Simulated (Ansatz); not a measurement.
# C2H4Al2BN: rotation by 180° about the N5–Al6 bond, part 2 of 2

Aim: the minimum-energy path and barrier of the rotation by 180° about the N5–Al6 bond. The ends are relaxed first, then joined by a nudged elastic band. SMILES of the start: C#C[B]1[AlH][N]1[AlH2].

Ansatz 0.2.0; RKS CAM-B3LYP/def2-SVP.

## 7. Images and barrier

The 7 inner images lie between the fixed ends 0 and 8. Energy is taken from image 0, and the path length is the program's own coordinate along the band.

| image | path (Å) | energy (eV) | dihedral Al4–N5–Al6–H9 (°) | band force (eV/Å) |
| --- | --- | --- | --- | --- |
| 0 | 0.000 | 0.0000 | 175 | - |
| 1 | 0.734 | 0.0011 | -161 | 0.011 |
| 2 | 1.468 | 0.0059 | -137 | 0.014 |
| 3 | 2.202 | 0.0121 | -115 | 0.025 |
| 4* | 2.936 | 0.0155 | -92 | 0.024 |
| 5 | 3.663 | 0.0135 | -70 | 0.027 |
| 6 | 4.389 | 0.0079 | -48 | 0.021 |
| 7 | 5.116 | 0.0025 | -26 | 0.012 |
| 8 | 5.842 | 0.0000 | -5 | - |

The star marks the climbing image.

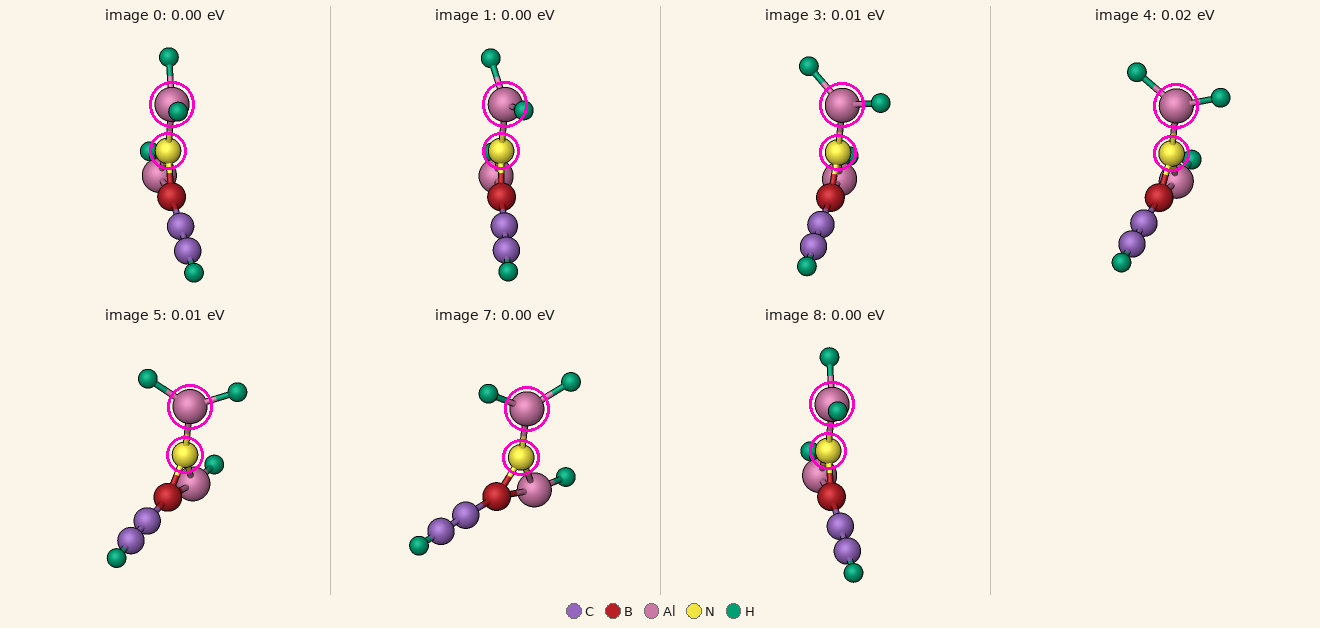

Snapshots along the band, viewed from a free direction. Ringed: N5, Al6. Sticks join atoms closer than a bonding distance in each image.

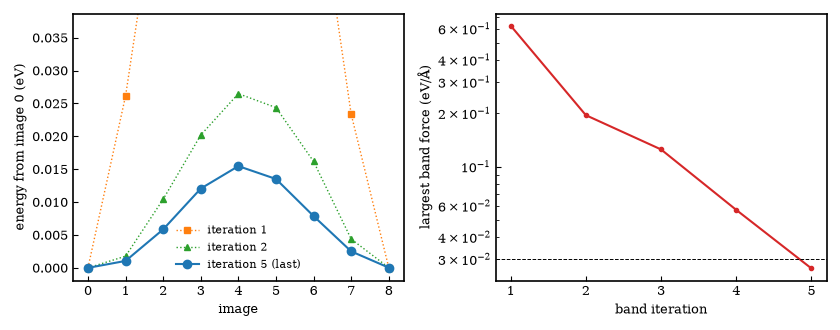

Left: energy of each image for early iterations and the last one (lines only join the points; early values far above the last band run off the scale). Right: the largest band force by iteration, with the threshold dashed.

How the highest energy settled:

| iteration | highest image above image 0 (eV) | largest band force (eV/Å) |
| --- | --- | --- |
| 1 | 0.0810 | 0.624 |
| 2 | 0.0265 | 0.195 |
| 3 | 0.0212 | 0.125 |
| 4 | 0.0160 | 0.057 |
| 5 | 0.0155 | 0.027 |

Positions of all images (Å):

```xyz
10
image=0 dE=0.0000
C     1.722    2.190    1.108
C     1.229    1.102    0.894
B     0.645   -0.278    0.661
Al    0.288   -2.226    0.760
N    -0.371   -0.779   -0.183
Al   -1.485   -0.024   -1.394
H     2.156    3.155    1.297
H    -0.165   -3.732    0.676
H    -1.507    1.539   -1.611
H    -2.429   -0.999   -2.205
10
image=1 dE=0.0011
C     1.454    2.246    1.331
C     1.083    1.133    1.021
B     0.647   -0.275    0.664
Al    0.450   -2.246    0.632
N    -0.298   -0.800   -0.245
Al   -1.410   -0.048   -1.460
H     1.783    3.232    1.606
H     0.140   -3.777    0.426
H    -1.177    1.429   -1.961
H    -2.588   -0.945   -2.011
10
image=2 dE=0.0059
C     1.176    2.262    1.543
C     0.930    1.141    1.148
B     0.647   -0.273    0.677
Al    0.623   -2.242    0.508
N    -0.216   -0.805   -0.303
Al   -1.331   -0.061   -1.521
H     1.395    3.254    1.894
H     0.459   -3.772    0.169
H    -0.899    1.240   -2.301
H    -2.700   -0.795   -1.811
10
image=3 dE=0.0121
C     0.888    2.240    1.756
C     0.768    1.129    1.282
B     0.636   -0.269    0.703
Al    0.795   -2.210    0.395
N    -0.120   -0.786   -0.366
Al   -1.238   -0.065   -1.595
H     0.999    3.222    2.177
H     0.771   -3.713   -0.074
H    -0.684    0.979   -2.639
H    -2.732   -0.577   -1.636
10
image=4 dE=0.0155
C     0.595    2.177    1.956
C     0.591    1.094    1.408
B     0.608   -0.266    0.731
Al    0.976   -2.149    0.288
N    -0.025   -0.755   -0.424
Al   -1.142   -0.061   -1.669
H     0.602    3.135    2.444
H     1.104   -3.607   -0.296
H    -0.531    0.670   -2.927
H    -2.696   -0.289   -1.508
10
image=5 dE=0.0135
C     0.305    2.073    2.140
C     0.412    1.036    1.518
B     0.574   -0.265    0.752
Al    1.156   -2.061    0.188
N     0.065   -0.714   -0.479
Al   -1.051   -0.045   -1.739
H     0.213    2.990    2.693
H     1.452   -3.454   -0.486
H    -0.447    0.340   -3.145
H    -2.597    0.049   -1.438
10
image=6 dE=0.0079
C     0.020    1.930    2.299
C     0.240    0.959    1.605
B     0.548   -0.264    0.760
Al    1.330   -1.953    0.101
N     0.153   -0.666   -0.530
Al   -0.962   -0.017   -1.799
H    -0.172    2.790    2.914
H     1.792   -3.266   -0.636
H    -0.436    0.016   -3.288
H    -2.430    0.420   -1.422
10
image=7 dE=0.0025
C    -0.264    1.749    2.425
C     0.074    0.862    1.669
B     0.532   -0.262    0.760
Al    1.492   -1.836    0.035
N     0.237   -0.619   -0.572
Al   -0.869    0.030   -1.850
H    -0.564    2.535    3.094
H     2.113   -3.055   -0.745
H    -0.483   -0.265   -3.353
H    -2.184    0.810   -1.460
10
image=8 dE=0.0000
C     1.714    2.194    1.118
C     1.224    1.106    0.900
B     0.643   -0.274    0.662
Al    0.295   -2.225    0.756
N    -0.368   -0.778   -0.186
Al   -1.485   -0.028   -1.397
H     2.149    3.158    1.311
H    -0.153   -3.732    0.666
H    -2.416   -1.008   -2.217
H    -1.521    1.536   -1.609
```

## 8. Frequencies at the highest image

The geometry is the highest inner image of the first converged band.

The input, input.yaml:

```yaml
crystal:
  periodic: [false, false, false]
  atoms:
    - { symbol: C, position_ang: [0.594826, 2.176916, 1.956266] }
    - { symbol: C, position_ang: [0.591212, 1.094078, 1.408278] }
    - { symbol: B, position_ang: [0.608358, -0.265958, 0.730856] }
    - { symbol: Al, position_ang: [0.975766, -2.149257, 0.288075] }
    - { symbol: "N", position_ang: [-0.024672, -0.755178, -0.424379] }
    - { symbol: Al, position_ang: [-1.142127, -0.060933, -1.668703] }
    - { symbol: H, position_ang: [0.602326, 3.134572, 2.443622] }
    - { symbol: H, position_ang: [1.10431, -3.606501, -0.296213] }
    - { symbol: H, position_ang: [-0.530717, 0.669621, -2.927103] }
    - { symbol: H, position_ang: [-2.696182, -0.28856, -1.507699] }
basis:
  gaussian: { orbitals: def2-SVP }
hamiltonian:
  xc: cam_b3lyp
phonons: {}
```

Launch:

```sh
ansatz run input.yaml --threads 2 --pin off --max-ram 3072MiB --backend cpu --events-out ev --progress --plain --runs-dir out
```

What it wrote (excerpt; [...] marks lines left out):

```text
Warning: RAYON_NUM_THREADS=2 ignored (pool sized by the plan → 2); use --threads N
[...]
Functional definition: CAM-B3LYP
[...]
1210 factors; integrals over basis functions are off by at most 4.8e-4 eV
425 factors; integrals over basis functions are off by at most 1.5e-6 eV
[...]
mean field -17488.26967332 eV, -642.6820565194 hartree, gradient 6.6e-5 eV, S^2 0.000000; 0 other end points of the search recorded, 0 dependent functions left out
[...]
WARN: phonons: modes at or below zero, which the zero-point energy, F, S and C_V leave out: 1, the lowest at -55.12 cm⁻¹. A minimum has none, and a first-order saddle one
[...]
Atom 6 at     0.602326     3.134572     2.443622 Å, force    -0.000466     0.004888     0.010734 eV/Å
Atom 7 at     1.104310    -3.606501    -0.296213 Å, force    -0.003982    -0.000719     0.001506 eV/Å
Atom 8 at    -0.530717     0.669621    -2.927103 Å, force     0.001141     0.000641    -0.006561 eV/Å
Atom 9 at    -2.696182    -0.288560    -1.507699 Å, force    -0.000076    -0.003515    -0.002839 eV/Å
Dipole moment:     0.000142    -0.117850    -0.058982 e Å
Vibrations: -55.12 42.37 138.38 171.06 214.08 364.67 412.01 447.67 498.74 504.53 556.12 585.10 648.39 724.84 753.45 789.44 811.07 1033.43 1402.95 1967.06 1971.89 1975.68 2199.62 3474.17 cm⁻¹, zero-point energy 1.344405 eV
```

Wall time 79 s (2 threads of Intel Xeon 6975P-C (Granite Rapids), shared host); peak memory 0.33 GiB.

Of 24 modes, 1 is imaginary by more than 30 cm⁻¹ (55i cm⁻¹).

## 9. The band again, with other settings

crystal.atoms and neb.final_atoms are the typed geometries, not the relaxed ends. With 7 inner images the band has 9 in all.

The input, input.yaml:

```yaml
crystal:
  periodic: [false, false, false]
  atoms:
    - { symbol: C, position_ang: [2.1079, 2.0285, 0.8713] }
    - { symbol: C, position_ang: [1.2824, 1.1481, 0.8024] }
    - { symbol: B, position_ang: [0.2688, -0.0213, 0.7166] }
    - { symbol: Al, position_ang: [-0.0355, -2.0576, 0.5492] }
    - { symbol: "N", position_ang: [-1.1528, -0.5802, 0.618] }
    - { symbol: Al, position_ang: [-1.7701, -0.204, -1.1417] }
    - { symbol: H, position_ang: [2.7653, 2.8858, 0.9127] }
    - { symbol: H, position_ang: [0.1917, -3.6176, 0.384] }
    - { symbol: H, position_ang: [-2.68, 1.0817, -1.3492] }
    - { symbol: H, position_ang: [-0.8946, -0.7146, -2.3603] }
basis:
  gaussian: { orbitals: def2-SVP }
hamiltonian:
  xc: cam_b3lyp
neb:
  order_check: false
  images: 7
  f_tol: 0.03
  max_iterations: 60
  initial_path: idpp
  final_atoms:
    - { symbol: C, position_ang: [2.1079, 2.0285, 0.8713] }
    - { symbol: C, position_ang: [1.2824, 1.1481, 0.8024] }
    - { symbol: B, position_ang: [0.2688, -0.0213, 0.7166] }
    - { symbol: Al, position_ang: [-0.0355, -2.0576, 0.5492] }
    - { symbol: "N", position_ang: [-1.1528, -0.5802, 0.618] }
    - { symbol: Al, position_ang: [-1.7701, -0.204, -1.1417] }
    - { symbol: H, position_ang: [2.7653, 2.8858, 0.9127] }
    - { symbol: H, position_ang: [0.1917, -3.6176, 0.384] }
    - { symbol: H, position_ang: [-1.34137, -1.19646, -2.30583] }
    - { symbol: H, position_ang: [-3.12722, 0.60011, -1.29603] }
```

Launch:

```sh
ansatz run input.yaml --threads 2 --pin off --max-ram 3072MiB --backend cpu --events-out ev --progress --plain --runs-dir out
```

What it wrote:

```text
Warning: RAYON_NUM_THREADS=2 ignored (pool sized by the plan → 2); use --threads N
Engine: ansatz 0.2.0, x86_64-unknown-linux-gnu
[... 1 set-up line as earlier in the session ...]
  parameter alpha = 0.19
  parameter beta = 0.46
  parameter omega = 0.33/bohr
  parameter ac = 0.81
  exchange = (1 - alpha - beta)*b88_x + beta*b88_x_sr(omega) + alpha*exact_x + beta*exact_x_lr(omega)
  correlation = (1 - ac)*vwn5_c + ac*lyp_c
1213 factors; integrals over basis functions are off by at most 5.2e-4 eV
425 factors; integrals over basis functions are off by at most 1.1e-6 eV
mean field evaluation 1: about -17477.2780 eV, gradient 6.2e1 eV
mean field evaluation 2: about -17462.4256 eV, gradient 9.6e1 eV
mean field evaluation 4: about -17486.4333 eV, gradient 5.0e0 eV
mean field evaluation 8: about -17486.5423 eV, gradient 2.1e-1 eV
mean field evaluation 16: about -17486.5426 eV, gradient 3.0e-4 eV
mean field -17486.54261697 eV, -642.6185883692 hartree, gradient 7.8e-5 eV, S^2 0.000000; 0 other end points of the search recorded, 0 dependent functions left out
[... 5 lines left out ...]
mean field -17486.61222843 eV, -642.6211465434 hartree, gradient 8.2e-5 eV, S^2 0.000000; 0 other end points of the search recorded, 0 dependent functions left out
[... 2 lines left out ...]
WARN: NEB end point (image 0): max|allowed force component| = 2.339e0 eV/Å (the criterion of neb.relax_end_points is 1.000e-2). That is over neb.f_tol: it is no minimum, so the barrier can be far off. Relax it first
WARN: NEB end point (image 8): max|allowed force component| = 2.378e0 eV/Å (the criterion of neb.relax_end_points is 1.000e-2). That is over neb.f_tol: it is no minimum, so the barrier can be far off. Relax it first
[... 3 lines left out ...]
mean field -17486.35019972 eV, -642.6115171659 hartree, gradient 3.6e-5 eV, S^2 0.000000; 0 other end points of the search recorded, 0 dependent functions left out
[... 4 lines left out ...]
mean field -17486.30204660 eV, -642.6097475713 hartree, gradient 5.2e-5 eV, S^2 0.000000; 0 other end points of the search recorded, 0 dependent functions left out
[... 5 lines left out ...]
mean field -17486.36529292 eV, -642.6120718309 hartree, gradient 4.6e-5 eV, S^2 0.000000; 0 other end points of the search recorded, 0 dependent functions left out
[... 5 lines left out ...]
mean field -17486.46387818 eV, -642.6156947723 hartree, gradient 2.9e-5 eV, S^2 0.000000; 0 other end points of the search recorded, 0 dependent functions left out
[... 4 lines left out ...]
mean field -17486.53699196 eV, -642.6183816541 hartree, gradient 2.2e-5 eV, S^2 0.000000; 0 other end points of the search recorded, 0 dependent functions left out
[... 5 lines left out ...]
mean field -17486.58154583 eV, -642.6200189786 hartree, gradient 8.1e-5 eV, S^2 0.000000; 0 other end points of the search recorded, 0 dependent functions left out
[... 1 line left out ...]
[...]
NEB iter   1: max|band force component| = 2.627e0 eV/Å  barrier→ = 0.2406 eV  barrier← = 0.3102 eV  Δτ_max = 0.2000 Å  (308 SCF iters)
NEB iter   2: max|band force component| = 1.938e0 eV/Å  barrier→ = 0.0000 eV  barrier← = 0.0696 eV  Δτ_max = 0.2000 Å  (275 SCF iters)
[... from here on, the SCF cycles and remarks between the steps are left out, and one step in 2 is shown ...]
NEB iter   4: max|band force component| = 4.091e-1 eV/Å  barrier→ = -1.4984 eV  barrier← = -1.4287 eV  CI = image 1  Δτ_max = 0.2000 Å  (243 SCF iters)
NEB iter   6: max|band force component| = 9.281e-1 eV/Å  barrier→ = -1.1506 eV  barrier← = -1.0810 eV  CI = image 1  Δτ_max = 0.1996 Å  (247 SCF iters)
NEB iter   8: max|band force component| = 1.341e0 eV/Å  barrier→ = -0.8128 eV  barrier← = -0.7432 eV  CI = image 1  Δτ_max = 0.1988 Å  (243 SCF iters)
NEB iter  10: max|band force component| = 1.680e0 eV/Å  barrier→ = -0.6778 eV  barrier← = -0.6082 eV  CI = image 1  Δτ_max = 0.2000 Å  (242 SCF iters)
NEB iter  12: max|band force component| = 1.769e0 eV/Å  barrier→ = -0.6208 eV  barrier← = -0.5512 eV  CI = image 1  Δτ_max = 0.1998 Å  (215 SCF iters)
NEB iter  14: max|band force component| = 1.812e0 eV/Å  barrier→ = -0.6008 eV  barrier← = -0.5312 eV  CI = image 1  Δτ_max = 0.2000 Å  (224 SCF iters)
NEB iter  16: max|band force component| = 2.112e0 eV/Å  barrier→ = -0.5526 eV  barrier← = -0.4829 eV  CI = image 1  Δτ_max = 0.1999 Å  (232 SCF iters)
NEB iter  18: max|band force component| = 2.028e0 eV/Å  barrier→ = -0.5790 eV  barrier← = -0.5094 eV  CI = image 1  Δτ_max = 0.1998 Å  (247 SCF iters)
NEB iter  20: max|band force component| = 1.957e0 eV/Å  barrier→ = -0.5931 eV  barrier← = -0.5234 eV  CI = image 1  Δτ_max = 0.1998 Å  (218 SCF iters)
NEB iter  22: max|band force component| = 1.930e0 eV/Å  barrier→ = -0.6022 eV  barrier← = -0.5325 eV  CI = image 1  Δτ_max = 0.1984 Å  (215 SCF iters)
NEB iter  24: max|band force component| = 2.204e0 eV/Å  barrier→ = -0.5122 eV  barrier← = -0.4426 eV  CI = image 1  Δτ_max = 0.1012 Å  (237 SCF iters)
NEB iter  26: max|band force component| = 2.277e0 eV/Å  barrier→ = -0.2937 eV  barrier← = -0.2241 eV  CI = image 1  Δτ_max = 0.1989 Å  (251 SCF iters)
NEB iter  28: max|band force component| = 1.679e0 eV/Å  barrier→ = -0.6324 eV  barrier← = -0.5628 eV  CI = image 1  Δτ_max = 0.1960 Å  (237 SCF iters)
NEB iter  30: max|band force component| = 1.595e0 eV/Å  barrier→ = -0.6564 eV  barrier← = -0.5867 eV  CI = image 1  Δτ_max = 0.1982 Å  (247 SCF iters)
NEB iter  32: max|band force component| = 1.484e0 eV/Å  barrier→ = -0.7575 eV  barrier← = -0.6879 eV  CI = image 1  Δτ_max = 0.1991 Å  (239 SCF iters)
NEB iter  34: max|band force component| = 1.411e0 eV/Å  barrier→ = -0.7821 eV  barrier← = -0.7125 eV  CI = image 1  Δτ_max = 0.1993 Å  (239 SCF iters)
NEB iter  36: max|band force component| = 1.638e0 eV/Å  barrier→ = -0.6562 eV  barrier← = -0.5866 eV  CI = image 1  Δτ_max = 0.1998 Å  (244 SCF iters)
NEB iter  38: max|band force component| = 1.735e0 eV/Å  barrier→ = -0.6181 eV  barrier← = -0.5484 eV  CI = image 1  Δτ_max = 0.1995 Å  (195 SCF iters)
NEB iter  40: max|band force component| = 1.701e0 eV/Å  barrier→ = -0.5660 eV  barrier← = -0.4964 eV  CI = image 1  Δτ_max = 0.1998 Å  (236 SCF iters)
NEB iter  42: max|band force component| = 1.683e0 eV/Å  barrier→ = -0.5886 eV  barrier← = -0.5190 eV  CI = image 1  Δτ_max = 0.1999 Å  (218 SCF iters)
NEB iter  44: max|band force component| = 1.762e0 eV/Å  barrier→ = -0.6226 eV  barrier← = -0.5530 eV  CI = image 1  Δτ_max = 0.1988 Å  (231 SCF iters)
NEB iter  46: max|band force component| = 1.854e0 eV/Å  barrier→ = -0.4722 eV  barrier← = -0.4026 eV  CI = image 1  Δτ_max = 0.1980 Å  (233 SCF iters)
NEB iter  48: max|band force component| = 1.789e0 eV/Å  barrier→ = -0.5315 eV  barrier← = -0.4619 eV  CI = image 1  Δτ_max = 0.1981 Å  (245 SCF iters)
NEB iter  50: max|band force component| = 1.762e0 eV/Å  barrier→ = -0.5374 eV  barrier← = -0.4677 eV  CI = image 1  Δτ_max = 0.1983 Å  (227 SCF iters)
NEB iter  52: max|band force component| = 1.667e0 eV/Å  barrier→ = -0.5809 eV  barrier← = -0.5112 eV  CI = image 1  Δτ_max = 0.1983 Å  (217 SCF iters)
NEB iter  54: max|band force component| = 2.417e0 eV/Å  barrier→ = -0.3341 eV  barrier← = -0.2645 eV  CI = image 1  Δτ_max = 0.2000 Å  (205 SCF iters)
NEB iter  56: max|band force component| = 1.889e0 eV/Å  barrier→ = -0.5613 eV  barrier← = -0.4917 eV  CI = image 1  Δτ_max = 0.1999 Å  (249 SCF iters)
NEB iter  58: max|band force component| = 1.784e0 eV/Å  barrier→ = -0.6756 eV  barrier← = -0.6060 eV  CI = image 1  Δτ_max = 0.2000 Å  (234 SCF iters)
NEB iter  60: max|band force component| = 1.973e0 eV/Å  barrier→ = -0.6552 eV  barrier← = -0.5855 eV  CI = image 1  Δτ_max = 0.2000 Å  (190 SCF iters)
[...]
this run last wrote the band of iteration 60 to <dir>
Error: NEB band did not converge after 60 iterations: max|band force component| = 1.97e0 eV/Å (threshold 3.0e-2); raise `neb.max_iterations` in a new run, which can start from the last band evaluated (`neb.initial_path`, with `crystal.atoms` and `neb.final_atoms` set to its first and last images), add images, or start from endpoints closer to local minima. Where this run's directory can be resumed (`checkpoint.write`), a resume goes on for up to `neb.max_iterations` more; to start a new run from the last band, take its images' positions from the `neb_iteration` event of iteration 60 (`data.images[].positions_ang`), in the event stream of the run that computed that iteration (not this run's, if it was resumed behind it). With `checkpoint.write`, `steps/00-neb/state/checkpoint.json` in the run directory holds the last saved band, under `neb.evaluated.images[].positions_ang` (a band under a hybrid functional on support functions is neither saved nor resumed: `neb.initial_path` says where its path is): check the last entry of `neb.iterations` there, which is earlier than 60 if that iteration was not saved or its write failed. If the band's step has no `state` directory and holds `state.next`, a write was cut short, and the file is under `state.next` instead (behind a loss of power it can be under `state.prev`)
this run wrote the band of iteration 60 to <dir> as well, whether or not its events were kept: a new run's `neb.initial_path` can list its `images[].positions_ang`
a run's events are kept only if it was started with --events-out <file>, and are in that file
```

It took 13 min on 2 threads of Intel Xeon 6975P-C (Granite Rapids), shared host; peak memory 0.34 GiB.

## 10. The band, image by image

The run ended unconverged after 60 band iterations. The table shows its last band, which is no minimum-energy path. The 7 inner images lie between the fixed ends 0 and 8. Energy is taken from image 0, and the path length is the program's own coordinate along the band.

| image | path (Å) | energy (eV) | dihedral Al4–N5–Al6–H9 (°) | band force (eV/Å) |
| --- | --- | --- | --- | --- |
| 0 | 0.000 | 0.0000 | -176 | - |
| 1* | 0.329 | -0.6552 | 177 | 1.973 |
| 2 | 1.576 | -1.7117 | 126 | 0.024 |
| 3 | 2.825 | -1.7292 | 75 | 0.006 |
| 4 | 4.070 | -1.7376 | 38 | 0.006 |
| 5 | 5.315 | -1.7426 | 0 | 0.003 |
| 6 | 6.557 | -1.7375 | -37 | 0.022 |
| 7 | 7.799 | -1.6864 | -48 | 0.002 |
| 8 | 9.041 | -0.0696 | 4 | - |

The star marks the climbing image.

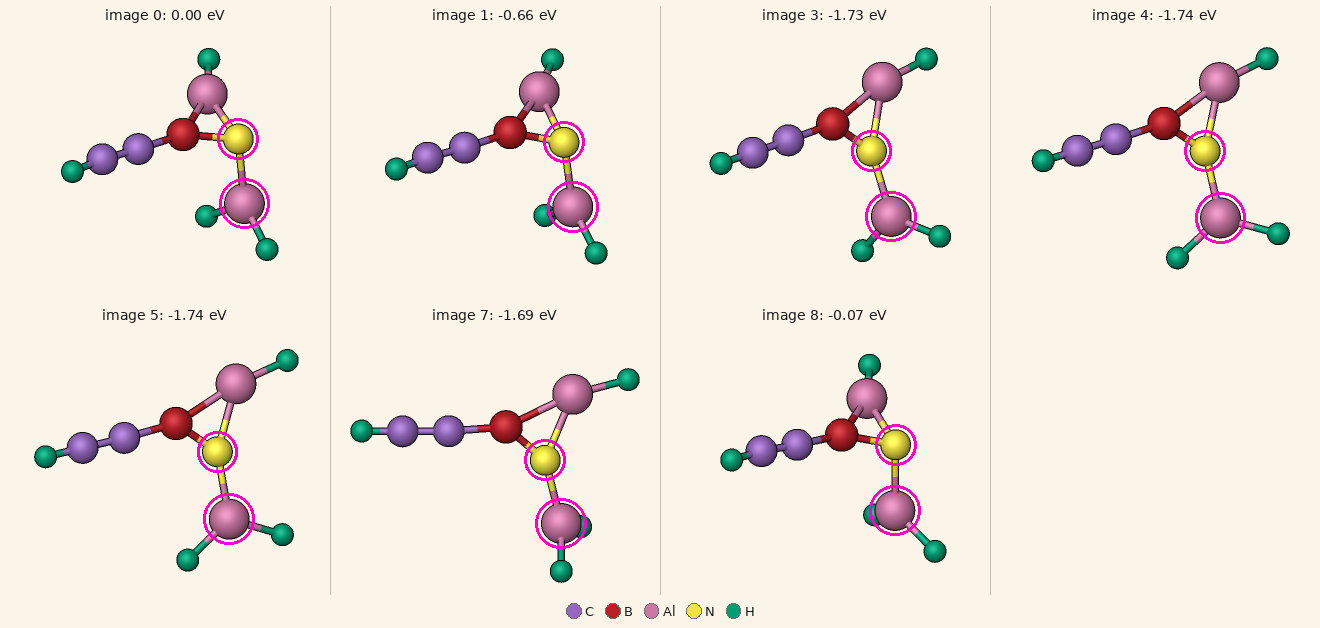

The images of the last band, seen from a chosen angle. Ringed: N5, Al6. Sticks join atoms closer than a bonding distance in each image.

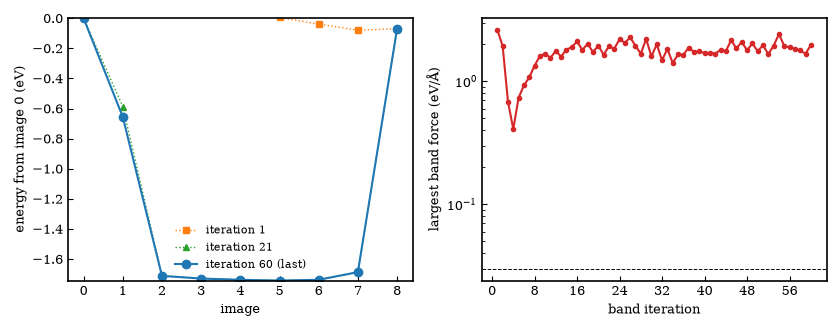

Left: energy of each image for early iterations and the last one (lines only join the points; early values far above the last band run off the scale). Right: the largest band force by iteration, with the threshold dashed.

## 11. What came out

This closing draws on all 2 parts.

```
                                quantity                                         value
                                   end A                      33 moves, 1.743 eV lower
                                   end B                      34 moves, 1.673 eV lower
            first band: barrier forwards                                      0.015 eV
           first band: barrier backwards                                      0.015 eV
first band: second end relative to first                                      0.000 eV
               first band: highest image                         4 of 0 to 8, climbing
             first band: band iterations                                             5
              imaginary modes at the top                                      55i cm⁻¹
                             second band  not converged, 60 iterations, 7 inner images
             time, first and second band                               84 s and 13 min
```

In words: In the first band: the barrier from the first end is 0.015 eV, 0.6 times kT at 300 K. The two ends lie within 1 meV of each other. The listed dihedral goes from 175° at end A through -92° at the highest image to -5° at end B. One imaginary mode, as a first-order saddle point has. As for the second band: its ends are the typed geometries, not minima, so its barrier counts from a strained start. These are electronic energies, with no zero-point or thermal terms.
